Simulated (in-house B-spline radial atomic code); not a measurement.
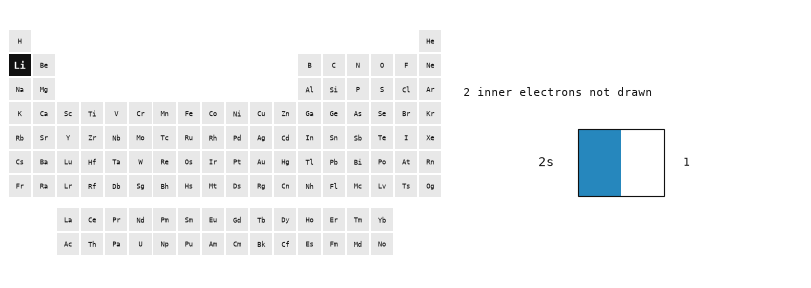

Left, the place of lithium in the periodic table; right, the outer shells as the input fills them: a box for each of the 2l + 1 orbitals, shaded by the share of the shell that is filled, with the electron count at the right.

**Li: RPA and GW calculation**

- system: Li, configuration [He] 2s1.
- method: RPA, second-order and SOSEX correlation energies and G0W0 (contour deformation) on a non-relativistic mean field, all electrons, B-spline basis (in-house B-spline radial atomic code)

**Input**
```
Z = 3
electrons = 3.0
configuration = [He] 2s1
hamiltonian = nr
method = r2scan
lmax = 9
frozen_shells = 0
highest_empty_level = 60.0
spin_polarised = True
box_radius = 40.0
intervals = 46
```

Launched within a batch (the task file carries these settings):
```bash
python <driver script> task.json out
```

The program writes its results to a structured record and prints no log; tables and figures of this report are taken from that record.

**What the run reported**

- outcome: not converged
- hardware: 1 thread of Intel Xeon @ 2.90GHz (Ice Lake), 192 GiB of memory available, shared host
- wall time: 0.7 s

**What went wrong**

The run did not meet its convergence test, so its last values are not results. To bear in mind: the mean field did not converge.
